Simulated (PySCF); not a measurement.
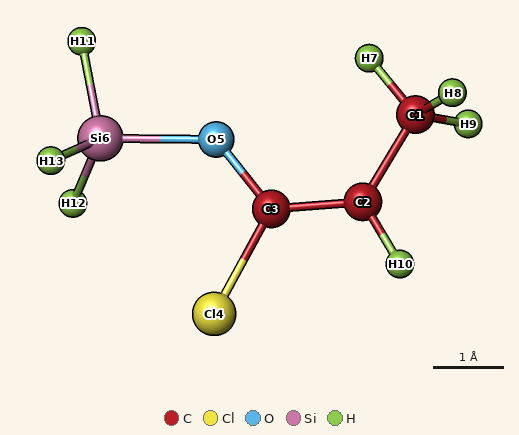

Figure 1. The structure as given in the input (ball-and-stick view, seen at a tilt; atoms are numbered from 1 in the order of the input). Bond lengths as drawn: C–C 1.34 to 1.49 Å, C–Cl 1.75 Å, C–H 1.09 to 1.10 Å, C–O 1.33 Å, H–Si 1.49 Å and O–Si 1.69 Å.

## Two runs on C₃H₇ClOSi

System: C₃H₇ClOSi.
Method of run 1: GIAO PBE0/pcSseg-1 NMR shielding, non-relativistic, gas phase (PySCF 2.14.0).

The geometry comes from this level: PBE0-D3(BJ)/def2-SVP. Text and figures count atoms from 1; the logs count them from 0 in places.

## Input file, run 1
```
{"job": {"kind": "nmr", "xc": "PBE0", "basis": "pcSseg-1", "pop": false}, "charge": 0, "multiplicity": 1}
C     -2.015337    -0.556746    -0.008766
C     -1.254231    -0.831050    -1.261360
C      0.076215    -0.741225    -1.349950
Cl     0.903822    -1.078753    -2.858263
O      0.878627    -0.399366    -0.339694
Si     2.562194    -0.248071    -0.306146
H     -1.341689    -0.276501     0.811927
H     -2.739937     0.261623    -0.154775
H     -2.593744    -1.441069     0.306868
H     -1.793591    -1.121897    -2.164636
H      2.836056     0.158648     1.096663
H      3.220909    -1.549095    -0.607672
H      3.022991     0.805607    -1.252075
```

The first line tells a small driver script what to run in PySCF; the rest is the geometry in Å.

Launched with:
```bash
OMP_NUM_THREADS=1 python <driver script> task.json out
```

Hardware: 1 CPU thread, shared host.

## Output (run 1)
```
coarse grid: 11936 points
cycle   1  E = -942.7703612793  dE =  6.323e-01  |g| = 6.607e-01  |ddm| = 3.272e+00
cycle   2  E = -942.6680751331  dE =  1.023e-01  |g| = 9.895e-01  |ddm| = 1.237e+00
cycle   3  E = -942.8536680296  dE = -1.856e-01  |g| = 6.930e-02  |ddm| = 8.263e-01
cycle   4  E = -942.8546626211  dE = -9.946e-04  |g| = 2.288e-02  |ddm| = 9.012e-02
cycle   5  E = -942.8547626666  dE = -1.000e-04  |g| = 7.132e-03  |ddm| = 2.546e-02
cycle   6  E = -942.8547712219  dE = -8.555e-06  |g| = 3.978e-03  |ddm| = 9.454e-03
cycle   7  E = -942.8547747760  dE = -3.554e-06  |g| = 5.836e-04  |ddm| = 3.640e-03
final grid: 106112 points
cycle   8  E = -942.8990193509  dE = -1.957e-05  |g| = 8.747e-03  |ddm| = 1.903e-02
cycle   9  E = -942.8990037569  dE =  1.559e-05  |g| = 1.254e-02  |ddm| = 1.484e-02
cycle  10  E = -942.8990330753  dE = -2.932e-05  |g| = 1.586e-03  |ddm| = 9.900e-03
cycle  11  E = -942.8990335686  dE = -4.932e-07  |g| = 4.308e-04  |ddm| = 1.695e-03
cycle  12  E = -942.8990336075  dE = -3.896e-08  |g| = 1.116e-04  |ddm| = 4.245e-04
cycle  13  E = -942.8990336104  dE = -2.875e-09  |g| = 2.736e-05  |ddm| = 1.009e-04
cycle  14  E = -942.8990336106  dE = -1.692e-10  |g| = 7.522e-06  |ddm| = 3.110e-05
converged SCF energy = -942.8990336106

GIAO shielding tensors (ppm)
atom      isotropic    diamagn.    paramagn.     s11        s22        s33       span
  0 C      170.894     247.262     -76.368    155.313    173.469    183.901     28.588
  1 C       78.404     255.109    -176.705     -9.412    104.137    140.486    149.898
  2 C       36.227     248.786    -212.559    -56.251     64.973     99.960    156.212
  3 Cl     672.994    1145.876    -472.882    445.977    541.882   1031.123    585.146
  4 O      213.589     402.444    -188.855    142.480    242.943    255.344    112.865
  5 Si     386.103     878.168    -492.066    350.790    353.868    453.650    102.859
  6 H       29.120      30.959      -1.840     24.219     30.412     32.728      8.510
  7 H       29.713      28.591       1.122     25.232     27.112     36.794     11.562
  8 H       29.711      27.827       1.884     25.232     27.111     36.792     11.560
  9 H       26.622      29.903      -3.282     22.563     26.414     30.888      8.325
 10 H       26.533      28.753      -2.221     23.232     25.023     31.343      8.111
 11 H       26.264      27.504      -1.241     22.879     24.893     31.020      8.141
 12 H       26.260      27.887      -1.627     22.872     24.902     31.007      8.135
```

The input of run 2 differs as follows (lines with − go, lines with + come):
```diff
-"xc": "PBE0"
+"xc": "WP04"
```

How does run 2 compare with run 1?

The total energies belong to different methods, so their difference says nothing on which is more stable or more accurate. The HOMO goes from −6.58 to −7.74 eV. The LUMO goes from 0.11 to −1.63 eV. Of all shieldings, the largest change is that of Cl4, by −38.7 ppm. The functional changes from PBE0 to WP04. Exact exchange removes part of the self-interaction error of semilocal functionals, which pushes filled and empty levels apart. The number of SCF iterations is the same.

## Output (run 2)
```
coarse grid: 11936 points
cycle   1  E = -955.0967608285  dE =  5.673e-01  |g| = 1.004e+00  |ddm| = 3.348e+00
cycle   2  E = -954.7322550727  dE =  3.645e-01  |g| = 1.676e+00  |ddm| = 2.055e+00
cycle   3  E = -955.2674330815  dE = -5.352e-01  |g| = 2.207e-01  |ddm| = 1.582e+00
cycle   4  E = -955.2754791743  dE = -8.046e-03  |g| = 8.964e-02  |ddm| = 2.482e-01
cycle   5  E = -955.2766672807  dE = -1.188e-03  |g| = 5.398e-02  |ddm| = 1.062e-01
cycle   6  E = -955.2773953723  dE = -7.281e-04  |g| = 6.805e-03  |ddm| = 5.241e-02
cycle   7  E = -955.2774052983  dE = -9.926e-06  |g| = 1.791e-03  |ddm| = 5.978e-03
final grid: 106112 points
cycle   8  E = -955.3358037239  dE = -2.797e-05  |g| = 8.632e-03  |ddm| = 2.304e-02
cycle   9  E = -955.3357811637  dE =  2.256e-05  |g| = 1.343e-02  |ddm| = 1.505e-02
cycle  10  E = -955.3358185003  dE = -3.734e-05  |g| = 2.249e-03  |ddm| = 1.069e-02
cycle  11  E = -955.3358196429  dE = -1.143e-06  |g| = 4.250e-04  |ddm| = 2.082e-03
cycle  12  E = -955.3358196749  dE = -3.197e-08  |g| = 1.858e-04  |ddm| = 4.682e-04
cycle  13  E = -955.3358196828  dE = -7.885e-09  |g| = 4.304e-05  |ddm| = 1.663e-04
cycle  14  E = -955.3358196832  dE = -4.061e-10  |g| = 1.324e-05  |ddm| = 4.890e-05
converged SCF energy = -955.3358196832

GIAO shielding tensors (ppm)
atom      isotropic    diamagn.    paramagn.     s11        s22        s33       span
  0 C      156.589     248.290     -91.701    141.335    158.407    170.024     28.689
  1 C       64.413     255.843    -191.430    -23.575     88.064    128.750    152.325
  2 C       20.134     250.615    -230.481    -69.574     50.320     79.657    149.231
  3 Cl     634.272    1150.024    -515.752    390.140    479.932   1032.746    642.607
  4 O      199.822     406.125    -206.303    138.934    221.232    239.301    100.367
  5 Si     380.471     880.167    -499.695    353.322    356.939    431.152     77.830
  6 H       29.407      32.843      -3.436     24.843     30.728     32.651      7.808
  7 H       30.012      28.972       1.041     25.994     27.612     36.431     10.438
  8 H       30.011      27.817       2.194     25.993     27.610     36.429     10.436
  9 H       27.112      29.897      -2.786     23.401     26.521     31.414      8.013
 10 H       27.588      29.876      -2.288     24.337     26.048     32.378      8.041
 11 H       27.290      28.304      -1.014     24.009     26.046     31.815      7.807
 12 H       27.287      28.887      -1.600     24.002     26.056     31.803      7.801
```

## The two runs side by side

| quantity | run 1 | run 2 |
| --- | --- | --- |
| outcome | converged | converged |
| total energy (hartree) | −942.899034 | −955.335820 |
| HOMO (eV) | −6.58 | −7.74 |
| LUMO (eV) | 0.11 | −1.63 |
| dipole moment (D) | 0.80 | 0.80 |
| shielding of C1 (ppm) | 170.9 | 156.6 |
| shielding of C2 (ppm) | 78.4 | 64.4 |
| shielding of C3 (ppm) | 36.2 | 20.1 |
| shielding of Cl4 (ppm) | 673.0 | 634.3 |
| shielding of O5 (ppm) | 213.6 | 199.8 |
| shielding of Si6 (ppm) | 386.1 | 380.5 |
| shielding of H11 (ppm) | 26.5 | 27.6 |
| SCF iterations | 14 | 14 |
| basis functions | 151 | 151 |
| wall time (shared host) | 13 s | 13 s |
